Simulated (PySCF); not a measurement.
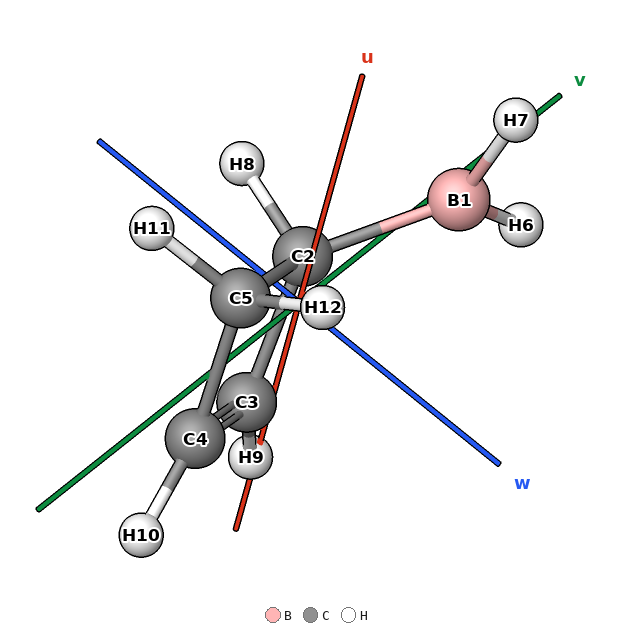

The lines u, v and w are the principal axes of the static dipole polarisability. The computed structure is the end point of a PBE0-D3(BJ)/def2-SVP optimisation. No frequency run is at hand to confirm it as a minimum. Level of theory: PBE0/def2-TZVP (PySCF 2.14.0).

Question. Along which axis is the molecule most polarisable, and along which least?

Answer. Most along v (close to the long direction B1···C4), least along w.

Question. Give the three principal values.

Answer. u 61.2, v 71.1, w 45.2 bohr³; mean 59.2, anisotropy 22.7 bohr³.
